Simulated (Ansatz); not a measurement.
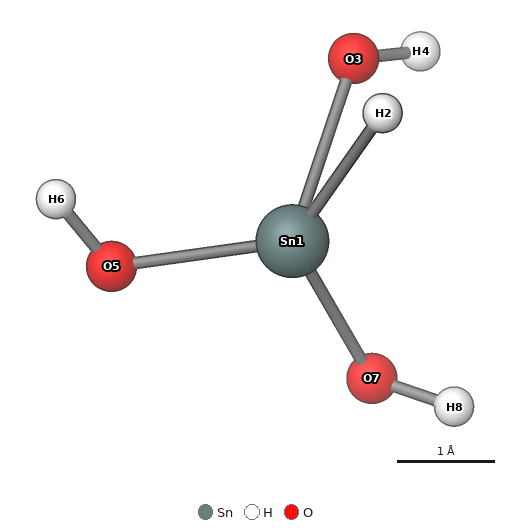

The input geometry (ball-and-stick view, seen on its broad side; atoms are numbered from 1 in the order of the input). Sticks mark near contacts.

## Molecular dynamics of SnH$_{4}$O$_{3}$ (part 1 of 3)

SnH$_{4}$O$_{3}$, computed with RKS PBE0-D4/def2-SVP (Ansatz 0.2.0).

It belongs to a series of runs on one base structure; here: dynamics from the highest image of the converged band. Figures and captions count atoms from 1; the log counts them from 0 in places.

## Log
```
Engine: ansatz 0.2.0, aarch64-unknown-linux-gnu
Functional definition: PBE0
  parameter a = 0.25
  parameter kappa = 0.804
  parameter beta = 0.06672455060314922
  exchange = (1 - a)*pbe_x(kappa = kappa, mu = beta*pi^2/3) + a*exact_x
  correlation = pbe_c(beta = beta)
1011 factors; integrals over basis functions are off by at most 3.7e-4 eV
mean field evaluation 1: about -12011.8596 eV, gradient 8.4e1 eV
mean field evaluation 2: about -11966.3414 eV, gradient 1.7e2 eV
mean field evaluation 4: about -12024.2823 eV, gradient 1.9e1 eV
mean field evaluation 8: about -12025.0508 eV, gradient 4.2e-1 eV
mean field evaluation 16: about -12025.0512 eV, gradient 2.9e-5 eV
mean field -12025.05122994 eV, -441.9124818279 hartree, gradient 2.9e-5 eV, S^2 0.000000; 0 other end points of the search recorded, 0 dependent functions left out
the calculation of the forces begins
reference -12025.05125784 eV, -441.9124828531 hartree; 25, 25 occupied and 63, 63 virtual orbitals, 1011 factors
md step     0: t =     0.00 fs  T =   100.0 K  F+E_penalty+E_count = -12025.16498783 eV  E_kin = 0.077556 eV  conserved = -12025.08743183 eV  (28 SCF iters)
these checks for a lower state are left out or cut short: starts, cluster_reference, orbital_swaps, neighbouring_geometries, increment
1011 factors; integrals over basis functions are off by at most 3.7e-4 eV
mean field -12025.04847376 eV, -441.9123805399 hartree, gradient 1.4e-5 eV, S^2 0.000000; 0 other end points of the search recorded, 0 dependent functions left out
the calculation of the forces begins
reference -12025.04850172 eV, -441.9123815675 hartree; 25, 25 occupied and 63, 63 virtual orbitals, 1011 factors
md step     1: t =     0.50 fs  T =    96.5 K  F+E_penalty+E_count = -12025.16219626 eV  E_kin = 0.074854 eV  conserved = -12025.08734197 eV  (32 SCF iters)
[... from here on the SCF iterations and repeated set-up lines of each step are left out, up to the last step ...]
md step     2: t =     1.00 fs  T =    87.6 K  F+E_penalty+E_count = -12025.15510977 eV  E_kin = 0.067961 eV  conserved = -12025.08714917 eV  (33 SCF iters)
md step     3: t =     1.50 fs  T =    77.0 K  F+E_penalty+E_count = -12025.14669982 eV  E_kin = 0.059754 eV  conserved = -12025.08694628 eV  (33 SCF iters)
md step     4: t =     2.00 fs  T =    68.8 K  F+E_penalty+E_count = -12025.14013788 eV  E_kin = 0.053323 eV  conserved = -12025.08681503 eV  (34 SCF iters)
md step     5: t =     2.50 fs  T =    65.4 K  F+E_penalty+E_count = -12025.13749226 eV  E_kin = 0.050690 eV  conserved = -12025.08680223 eV  (26 SCF iters)
md step     6: t =     3.00 fs  T =    67.1 K  F+E_penalty+E_count = -12025.13896798 eV  E_kin = 0.052057 eV  conserved = -12025.08691141 eV  (34 SCF iters)
md step     7: t =     3.50 fs  T =    71.9 K  F+E_penalty+E_count = -12025.14285180 eV  E_kin = 0.055750 eV  conserved = -12025.08710188 eV  (34 SCF iters)
md step     8: t =     4.00 fs  T =    75.9 K  F+E_penalty+E_count = -12025.14617485 eV  E_kin = 0.058879 eV  conserved = -12025.08729586 eV  (33 SCF iters)
md step     9: t =     4.50 fs  T =    75.5 K  F+E_penalty+E_count = -12025.14595846 eV  E_kin = 0.058559 eV  conserved = -12025.08739927 eV  (33 SCF iters)
md step    10: t =     5.00 fs  T =    68.8 K  F+E_penalty+E_count = -12025.14068255 eV  E_kin = 0.053340 eV  conserved = -12025.08734212 eV  (33 SCF iters)
md step    11: t =     5.50 fs  T =    57.0 K  F+E_penalty+E_count = -12025.13132877 eV  E_kin = 0.044200 eV  conserved = -12025.08712900 eV  (34 SCF iters)
md step    12: t =     6.00 fs  T =    44.3 K  F+E_penalty+E_count = -12025.12124545 eV  E_kin = 0.034382 eV  conserved = -12025.08686300 eV  (35 SCF iters)
md step    13: t =     6.50 fs  T =    35.9 K  F+E_penalty+E_count = -12025.11453296 eV  E_kin = 0.027833 eV  conserved = -12025.08669970 eV  (26 SCF iters)
md step    14: t =     7.00 fs  T =    34.7 K  F+E_penalty+E_count = -12025.11369050 eV  E_kin = 0.026950 eV  conserved = -12025.08674034 eV  (27 SCF iters)
md step    15: t =     7.50 fs  T =    40.2 K  F+E_penalty+E_count = -12025.11810523 eV  E_kin = 0.031153 eV  conserved = -12025.08695188 eV  (26 SCF iters)
md step    16: t =     8.00 fs  T =    48.2 K  F+E_penalty+E_count = -12025.12454147 eV  E_kin = 0.037348 eV  conserved = -12025.08719353 eV  (34 SCF iters)
md step    17: t =     8.50 fs  T =    54.1 K  F+E_penalty+E_count = -12025.12924781 eV  E_kin = 0.041925 eV  conserved = -12025.08732276 eV  (29 SCF iters)
md step    18: t =     9.00 fs  T =    55.3 K  F+E_penalty+E_count = -12025.13013800 eV  E_kin = 0.042857 eV  conserved = -12025.08728126 eV  (34 SCF iters)
md step    19: t =     9.50 fs  T =    52.4 K  F+E_penalty+E_count = -12025.12774433 eV  E_kin = 0.040640 eV  conserved = -12025.08710471 eV  (34 SCF iters)
md step    20: t =    10.00 fs  T =    48.8 K  F+E_penalty+E_count = -12025.12472977 eV  E_kin = 0.037850 eV  conserved = -12025.08687977 eV  (34 SCF iters)
md step    21: t =    10.50 fs  T =    48.8 K  F+E_penalty+E_count = -12025.12456733 eV  E_kin = 0.037873 eV  conserved = -12025.08669470 eV  (27 SCF iters)
md step    22: t =    11.00 fs  T =    56.1 K  F+E_penalty+E_count = -12025.13014818 eV  E_kin = 0.043540 eV  conserved = -12025.08660801 eV  (26 SCF iters)
md step    23: t =    11.50 fs  T =    72.5 K  F+E_penalty+E_count = -12025.14283730 eV  E_kin = 0.056202 eV  conserved = -12025.08663541 eV  (33 SCF iters)
md step    24: t =    12.00 fs  T =    97.3 K  F+E_penalty+E_count = -12025.16221203 eV  E_kin = 0.075464 eV  conserved = -12025.08674779 eV  (33 SCF iters)
md step    25: t =    12.50 fs  T =   128.5 K  F+E_penalty+E_count = -12025.18653096 eV  E_kin = 0.099655 eV  conserved = -12025.08687564 eV  (33 SCF iters)
md step    26: t =    13.00 fs  T =   163.7 K  F+E_penalty+E_count = -12025.21384867 eV  E_kin = 0.126925 eV  conserved = -12025.08692363 eV  (33 SCF iters)
md step    27: t =    13.50 fs  T =   202.1 K  F+E_penalty+E_count = -12025.24351593 eV  E_kin = 0.156714 eV  conserved = -12025.08680205 eV  (33 SCF iters)
md step    28: t =    14.00 fs  T =   246.4 K  F+E_penalty+E_count = -12025.27755014 eV  E_kin = 0.191077 eV  conserved = -12025.08647313 eV  (33 SCF iters)
md step    29: t =    14.50 fs  T =   303.2 K  F+E_penalty+E_count = -12025.32116658 eV  E_kin = 0.235177 eV  conserved = -12025.08598909 eV  (33 SCF iters)
md step    30: t =    15.00 fs  T =   382.3 K  F+E_penalty+E_count = -12025.38194274 eV  E_kin = 0.296462 eV  conserved = -12025.08548049 eV  (33 SCF iters)
md step    31: t =    15.50 fs  T =   493.5 K  F+E_penalty+E_count = -12025.46784982 eV  E_kin = 0.382763 eV  conserved = -12025.08508673 eV  (33 SCF iters, 3 dispersion substeps)
md step    32: t =    16.00 fs  T =   645.1 K  F+E_penalty+E_count = -12025.58522712 eV  E_kin = 0.500335 eV  conserved = -12025.08489236 eV  (32 SCF iters, 3 dispersion substeps)
md step    33: t =    16.50 fs  T =   841.5 K  F+E_penalty+E_count = -12025.73759923 eV  E_kin = 0.652605 eV  conserved = -12025.08499398 eV  (32 SCF iters, 3 dispersion substeps)
md step    34: t =    17.00 fs  T =  1081.4 K  F+E_penalty+E_count = -12025.92441258 eV  E_kin = 0.838669 eV  conserved = -12025.08574353 eV  (32 SCF iters, 3 dispersion substeps)
md step    35: t =    17.50 fs  T =  1351.7 K  F+E_penalty+E_count = -12026.13633233 eV  E_kin = 1.048291 eV  conserved = -12025.08804171 eV  (31 SCF iters, 3 dispersion substeps)
md step    36: t =    18.00 fs  T =  1611.9 K  F+E_penalty+E_count = -12026.34336232 eV  E_kin = 1.250127 eV  conserved = -12025.09323520 eV  (29 SCF iters, 3 dispersion substeps)
md step    37: t =    18.50 fs  T =  1776.2 K  F+E_penalty+E_count = -12026.47893133 eV  E_kin = 1.377549 eV  conserved = -12025.10138191 eV  (31 SCF iters, 3 dispersion substeps)
md step    38: t =    19.00 fs  T =  1729.2 K  F+E_penalty+E_count = -12026.44760976 eV  E_kin = 1.341087 eV  conserved = -12025.10652325 eV  (31 SCF iters, 3 dispersion substeps)
md step    39: t =    19.50 fs  T =  1448.2 K  F+E_penalty+E_count = -12026.21868686 eV  E_kin = 1.123184 eV  conserved = -12025.09550270 eV  (30 SCF iters, 3 dispersion substeps)
md step    40: t =    20.00 fs  T =  1179.9 K  F+E_penalty+E_count = -12025.98765486 eV  E_kin = 0.915093 eV  conserved = -12025.07256171 eV  (31 SCF iters, 3 dispersion substeps)
md step    41: t =    20.50 fs  T =  1282.3 K  F+E_penalty+E_count = -12026.06926853 eV  E_kin = 0.994530 eV  conserved = -12025.07473866 eV  (31 SCF iters, 3 dispersion substeps)
md step    42: t =    21.00 fs  T =  1720.3 K  F+E_penalty+E_count = -12026.43325999 eV  E_kin = 1.334180 eV  conserved = -12025.09908004 eV  (31 SCF iters, 3 dispersion substeps)
md step    43: t =    21.50 fs  T =  2103.0 K  F+E_penalty+E_count = -12026.74045542 eV  E_kin = 1.631032 eV  conserved = -12025.10942367 eV  (31 SCF iters, 3 dispersion substeps)
md step    44: t =    22.00 fs  T =  2193.4 K  F+E_penalty+E_count = -12026.80523159 eV  E_kin = 1.701075 eV  conserved = -12025.10415613 eV  (31 SCF iters, 3 dispersion substeps)
md step    45: t =    22.50 fs  T =  2027.7 K  F+E_penalty+E_count = -12026.66834381 eV  E_kin = 1.572574 eV  conserved = -12025.09577009 eV  (32 SCF iters, 3 dispersion substeps)
md step    46: t =    23.00 fs  T =  1738.4 K  F+E_penalty+E_count = -12026.43794576 eV  E_kin = 1.348230 eV  conserved = -12025.08971540 eV  (32 SCF iters, 3 dispersion substeps)
md step    47: t =    23.50 fs  T =  1436.3 K  F+E_penalty+E_count = -12026.20029791 eV  E_kin = 1.113936 eV  conserved = -12025.08636149 eV  (32 SCF iters, 3 dispersion substeps)
md step    48: t =    24.00 fs  T =  1187.2 K  F+E_penalty+E_count = -12026.00562178 eV  E_kin = 0.920752 eV  conserved = -12025.08486994 eV  (32 SCF iters, 3 dispersion substeps)
md step    49: t =    24.50 fs  T =  1021.4 K  F+E_penalty+E_count = -12025.87659481 eV  E_kin = 0.792194 eV  conserved = -12025.08440037 eV  (33 SCF iters, 3 dispersion substeps)
md step    50: t =    25.00 fs  T =   948.9 K  F+E_penalty+E_count = -12025.82026127 eV  E_kin = 0.735910 eV  conserved = -12025.08435175 eV  (32 SCF iters, 3 dispersion substeps)
md step    51: t =    25.50 fs  T =   971.2 K  F+E_penalty+E_count = -12025.83764929 eV  E_kin = 0.753242 eV  conserved = -12025.08440770 eV  (33 SCF iters, 3 dispersion substeps)
md step    52: t =    26.00 fs  T =  1087.7 K  F+E_penalty+E_count = -12025.92807955 eV  E_kin = 0.843588 eV  conserved = -12025.08449166 eV  (32 SCF iters, 3 dispersion substeps)
md step    53: t =    26.50 fs  T =  1296.4 K  F+E_penalty+E_count = -12026.09024366 eV  E_kin = 1.005453 eV  conserved = -12025.08479089 eV  (32 SCF iters, 3 dispersion substeps)
md step    54: t =    27.00 fs  T =  1591.2 K  F+E_penalty+E_count = -12026.31993298 eV  E_kin = 1.234075 eV  conserved = -12025.08585775 eV  (32 SCF iters, 3 dispersion substeps)
md step    55: t =    27.50 fs  T =  1950.3 K  F+E_penalty+E_count = -12026.60128532 eV  E_kin = 1.512561 eV  conserved = -12025.08872473 eV  (28 SCF iters, 3 dispersion substeps)
md step    56: t =    28.00 fs  T =  2316.5 K  F+E_penalty+E_count = -12026.89141215 eV  E_kin = 1.796588 eV  conserved = -12025.09482412 eV  (31 SCF iters, 3 dispersion substeps)
md step    57: t =    28.50 fs  T =  2576.2 K  F+E_penalty+E_count = -12027.10295641 eV  E_kin = 1.998005 eV  conserved = -12025.10495164 eV  (30 SCF iters, 3 dispersion substeps)
md step    58: t =    29.00 fs  T =  2563.9 K  F+E_penalty+E_count = -12027.10294144 eV  E_kin = 1.988480 eV  conserved = -12025.11446098 eV  (30 SCF iters, 3 dispersion substeps)
md step    59: t =    29.50 fs  T =  2183.1 K  F+E_penalty+E_count = -12026.79950495 eV  E_kin = 1.693088 eV  conserved = -12025.10641689 eV  (30 SCF iters, 3 dispersion substeps)
md step    60: t =    30.00 fs  T =  1678.0 K  F+E_penalty+E_count = -12026.37465182 eV  E_kin = 1.301383 eV  conserved = -12025.07326875 eV  (31 SCF iters, 3 dispersion substeps)
md step    61: t =    30.50 fs  T =  1597.6 K  F+E_penalty+E_count = -12026.30395717 eV  E_kin = 1.239034 eV  conserved = -12025.06492305 eV  (31 SCF iters, 3 dispersion substeps)
md step    62: t =    31.00 fs  T =  2058.7 K  F+E_penalty+E_count = -12026.69478998 eV  E_kin = 1.596645 eV  conserved = -12025.09814463 eV  (31 SCF iters, 3 dispersion substeps)
md step    63: t =    31.50 fs  T =  2548.5 K  F+E_penalty+E_count = -12027.09210455 eV  E_kin = 1.976501 eV  conserved = -12025.11560396 eV  (31 SCF iters, 3 dispersion substeps)
md step    64: t =    32.00 fs  T =  2684.3 K  F+E_penalty+E_count = -12027.19051360 eV  E_kin = 2.081849 eV  conserved = -12025.10866455 eV  (31 SCF iters, 3 dispersion substeps)
md step    65: t =    32.50 fs  T =  2497.8 K  F+E_penalty+E_count = -12027.03415963 eV  E_kin = 1.937229 eV  conserved = -12025.09693070 eV  (31 SCF iters, 3 dispersion substeps)
md step    66: t =    33.00 fs  T =  2170.7 K  F+E_penalty+E_count = -12026.77270338 eV  E_kin = 1.683524 eV  conserved = -12025.08917987 eV  (32 SCF iters, 3 dispersion substeps)
md step    67: t =    33.50 fs  T =  1844.6 K  F+E_penalty+E_count = -12026.51629761 eV  E_kin = 1.430572 eV  conserved = -12025.08572592 eV  (32 SCF iters, 3 dispersion substeps)
md step    68: t =    34.00 fs  T =  1588.9 K  F+E_penalty+E_count = -12026.31705921 eV  E_kin = 1.232317 eV  conserved = -12025.08474216 eV  (32 SCF iters, 3 dispersion substeps)
md step    69: t =    34.50 fs  T =  1426.3 K  F+E_penalty+E_count = -12026.19079318 eV  E_kin = 1.106190 eV  conserved = -12025.08460298 eV  (32 SCF iters, 3 dispersion substeps)
md step    70: t =    35.00 fs  T =  1360.9 K  F+E_penalty+E_count = -12026.13993801 eV  E_kin = 1.055473 eV  conserved = -12025.08446452 eV  (32 SCF iters, 3 dispersion substeps)
md step    71: t =    35.50 fs  T =  1395.5 K  F+E_penalty+E_count = -12026.16648702 eV  E_kin = 1.082275 eV  conserved = -12025.08421159 eV  (32 SCF iters, 3 dispersion substeps)
md step    72: t =    36.00 fs  T =  1534.2 K  F+E_penalty+E_count = -12026.27405162 eV  E_kin = 1.189897 eV  conserved = -12025.08415487 eV  (31 SCF iters, 3 dispersion substeps)
md step    73: t =    36.50 fs  T =  1777.2 K  F+E_penalty+E_count = -12026.46325031 eV  E_kin = 1.378340 eV  conserved = -12025.08491076 eV  (29 SCF iters, 3 dispersion substeps)
md step    74: t =    37.00 fs  T =  2107.9 K  F+E_penalty+E_count = -12026.72222740 eV  E_kin = 1.634793 eV  conserved = -12025.08743411 eV  (31 SCF iters, 3 dispersion substeps)
md step    75: t =    37.50 fs  T =  2475.2 K  F+E_penalty+E_count = -12027.01265385 eV  E_kin = 1.919660 eV  conserved = -12025.09299419 eV  (31 SCF iters, 3 dispersion substeps)
md step    76: t =    38.00 fs  T =  2773.6 K  F+E_penalty+E_count = -12027.25346642 eV  E_kin = 2.151096 eV  conserved = -12025.10237044 eV  (31 SCF iters, 3 dispersion substeps)
md step    77: t =    38.50 fs  T =  2843.7 K  F+E_penalty+E_count = -12027.31759074 eV  E_kin = 2.205483 eV  conserved = -12025.11210786 eV  (26 SCF iters, 3 dispersion substeps)
md step    78: t =    39.00 fs  T =  2564.7 K  F+E_penalty+E_count = -12027.09776314 eV  E_kin = 1.989056 eV  conserved = -12025.10870731 eV  (25 SCF iters, 3 dispersion substeps)
md step    79: t =    39.50 fs  T =  2082.7 K  F+E_penalty+E_count = -12026.69762063 eV  E_kin = 1.615265 eV  conserved = -12025.08235514 eV  (26 SCF iters, 3 dispersion substeps)
md step    80: t =    40.00 fs  T =  1855.8 K  F+E_penalty+E_count = -12026.50706710 eV  E_kin = 1.439290 eV  conserved = -12025.06777681 eV  (25 SCF iters, 3 dispersion substeps)
md step    81: t =    40.50 fs  T =  2103.9 K  F+E_penalty+E_count = -12026.72226267 eV  E_kin = 1.631720 eV  conserved = -12025.09054247 eV  (25 SCF iters, 3 dispersion substeps)
md step    82: t =    41.00 fs  T =  2489.3 K  F+E_penalty+E_count = -12027.03921240 eV  E_kin = 1.930616 eV  conserved = -12025.10859637 eV  (26 SCF iters, 3 dispersion substeps)
md step    83: t =    41.50 fs  T =  2653.4 K  F+E_penalty+E_count = -12027.16382792 eV  E_kin = 2.057834 eV  conserved = -12025.10599397 eV  (26 SCF iters, 3 dispersion substeps)
md step    84: t =    42.00 fs  T =  2557.6 K  F+E_penalty+E_count = -12027.08114356 eV  E_kin = 1.983534 eV  conserved = -12025.09760961 eV  (26 SCF iters, 3 dispersion substeps)
md step    85: t =    42.50 fs  T =  2316.1 K  F+E_penalty+E_count = -12026.88799936 eV  E_kin = 1.796253 eV  conserved = -12025.09174650 eV  (26 SCF iters, 3 dispersion substeps)
md step    86: t =    43.00 fs  T =  2030.6 K  F+E_penalty+E_count = -12026.66340148 eV  E_kin = 1.574817 eV  conserved = -12025.08858485 eV  (24 SCF iters, 3 dispersion substeps)
md step    87: t =    43.50 fs  T =  1761.5 K  F+E_penalty+E_count = -12026.45284666 eV  E_kin = 1.366158 eV  conserved = -12025.08668883 eV  (25 SCF iters, 3 dispersion substeps)
md step    88: t =    44.00 fs  T =  1546.2 K  F+E_penalty+E_count = -12026.28448369 eV  E_kin = 1.199192 eV  conserved = -12025.08529122 eV  (25 SCF iters, 3 dispersion substeps)
md step    89: t =    44.50 fs  T =  1412.2 K  F+E_penalty+E_count = -12026.17941718 eV  E_kin = 1.095216 eV  conserved = -12025.08420095 eV  (25 SCF iters, 3 dispersion substeps)
md step    90: t =    45.00 fs  T =  1380.9 K  F+E_penalty+E_count = -12026.15446168 eV  E_kin = 1.070978 eV  conserved = -12025.08348346 eV  (32 SCF iters, 3 dispersion substeps)
md step    91: t =    45.50 fs  T =  1466.8 K  F+E_penalty+E_count = -12026.22087611 eV  E_kin = 1.137575 eV  conserved = -12025.08330129 eV  (32 SCF iters, 3 dispersion substeps)
md step    92: t =    46.00 fs  T =  1673.1 K  F+E_penalty+E_count = -12026.38152390 eV  E_kin = 1.297562 eV  conserved = -12025.08396145 eV  (25 SCF iters, 3 dispersion substeps)
md step    93: t =    46.50 fs  T =  1985.5 K  F+E_penalty+E_count = -12026.62598755 eV  E_kin = 1.539897 eV  conserved = -12025.08609070 eV  (25 SCF iters, 3 dispersion substeps)
md step    94: t =    47.00 fs  T =  2360.2 K  F+E_penalty+E_count = -12026.92121431 eV  E_kin = 1.830483 eV  conserved = -12025.09073095 eV  (25 SCF iters, 3 dispersion substeps)
```
